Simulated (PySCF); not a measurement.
## A study: C4H7F, SMILES `FC1CCC1`

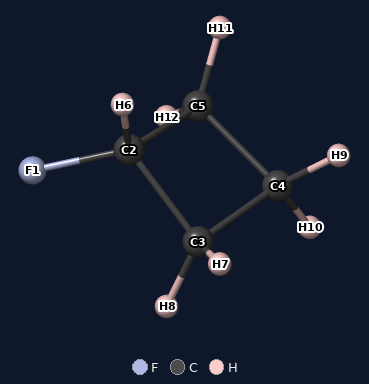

The molecule, with its atoms numbered as below. No frequency check shows the geometry to be a minimum.

Cartesian coordinates (Å):

```
F1      -1.7599    0.0000    0.2512
C2      -0.5638   -0.0003   -0.4265
C3       0.4288    1.0825    0.0094
C4       1.5149    0.0001    0.1323
C5       0.4291   -1.0824    0.0095
H6      -0.8143   -0.0008   -1.4907
H7       0.6092    1.8830   -0.7036
H8       0.1459    1.5101    0.9684
H9       2.2061    0.0007   -0.7073
H10      2.0821    0.0000    1.0595
H11      0.6099   -1.8830   -0.7033
H12      0.1464   -1.5100    0.9686
```

### 1. Bonding charge

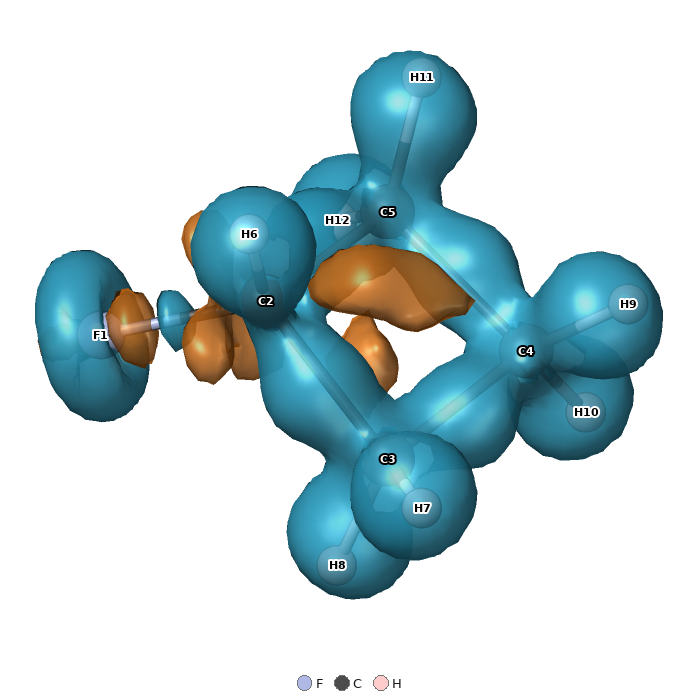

Deformation density (molecule less spherical, spin-averaged free atoms at the same positions), surfaces at ±0.15 e/Å³; light blue: gain, orange: loss.

Computed with PySCF, HF/def2-SVPD, geometry: GFN2-xTB.

**Describe the bonding that the map shows.**

C2–H6: +0.78 e/Å³ at the bond critical point (bond length 1.09 Å). C4–H10: +0.69 e/Å³ at the bond critical point (bond length 1.09 Å). C3–H7 and C5–H11: +0.69 e/Å³ at the bond critical point (bond length 1.09 Å). C3–H8 and C5–H12: +0.69 e/Å³ at the bond critical point (bond length 1.09 Å). C4–H9: +0.69 e/Å³ at the bond critical point (bond length 1.09 Å). C2–C5 and C2–C3: +0.60 e/Å³ at the bond critical point (bond length 1.53 Å). C4–C5 and C3–C4: +0.53 e/Å³ at the bond critical point (bond length 1.54 Å). F1–C2: −0.09 e/Å³ at the bond critical point (bond length 1.38 Å); up to 0.6 Å beside the axis the gain reaches +0.25 e/Å³. In all, 2.7 electrons gather in the regions of gain relative to the promolecule. A small or negative value marks a very polar bond, one between electron-rich atoms, whose free-atom densities already overlap strongly, a long bond to a heavier atom, or a closed-shell contact such as a hydrogen bond.

**Where do the Hirshfeld charges lie?**

The highest Hirshfeld charge is on C2 (+0.08 e), the lowest on F1 (−0.18 e).

### 2. Bond critical points

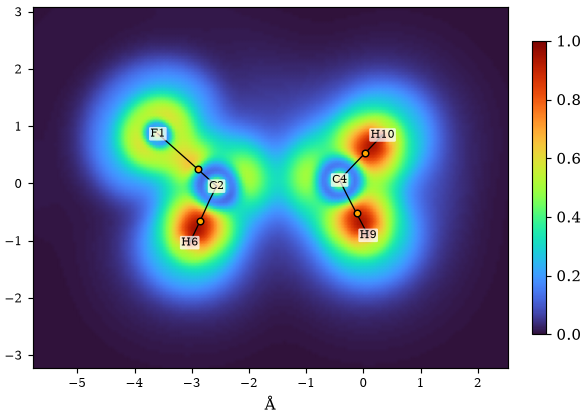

Localised orbital locator (LOL) in the plane of F1, C2, C4, H6, H9 and H10, with bond paths and bond critical points (dots).

**What values does LOL take at the bond critical points in this plane?**

C2–H6: about 0.92; C4–H10: about 0.89; C4–H9: about 0.88; F1–C2: about 0.37. Values above 0.5 mark slow, localised electrons, as in shared pairs; low values at a critical point mark a polar or closed-shell contact whose critical point lies between the shells.

**Where along F1–C2 does the critical point lie?**

0.93 Å from F1 and 0.44 Å from C2.

### 3. Local ionisation energy

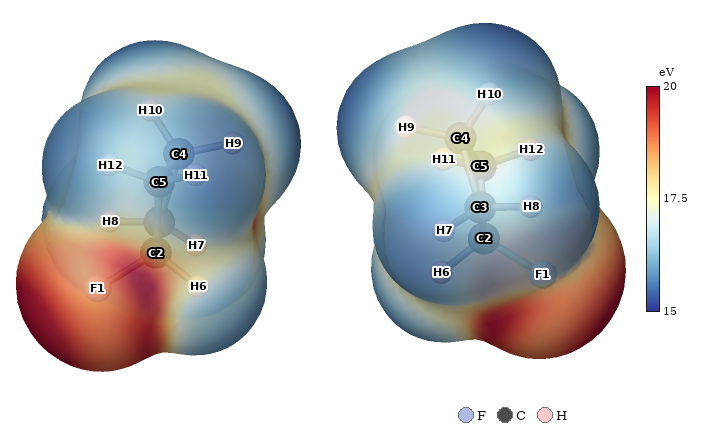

Average local ionisation energy on the surface of electron density 0.001 a.u. (back view left, front view right).

**Locate the minima of the map.**

The lowest value is 15.4 eV, 1.4 Å from H10. For comparison, the highest occupied orbital lies at −12.3 eV.

### 4. Removing or adding an electron

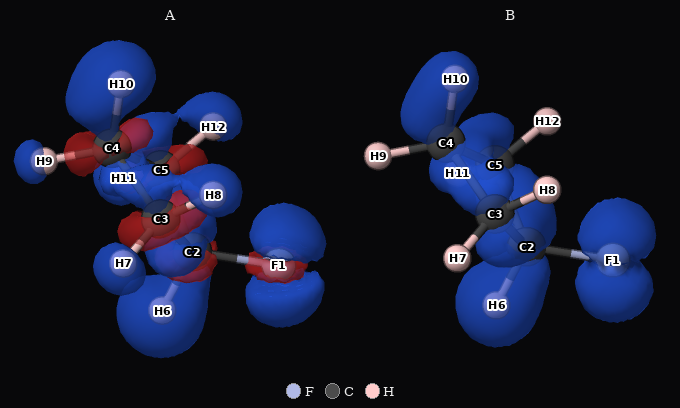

The Fukui function f⁻ from two separate SCF calculations and the density of the HOMO, at ±0.03 e/Å³ (blue positive, red negative).

Computed with PySCF, PBE/cc-pVDZ, geometry: GFN2-xTB.

**Which panel is which, and how good is the frozen-orbital picture?**

A is f⁻ (it has negative regions), B the HOMO density. The HOMO lies on F1 (32 %), C2 (17 %) and H6 (11 %); f⁻ (Hirshfeld-condensed) is largest on F1 (0.17), H6 (0.12) and H10 (0.10); the vertical ionisation energy is 10.20 eV. Relaxation shifts 30 % of the electron between atoms. The orbital energy is −6.80 eV.
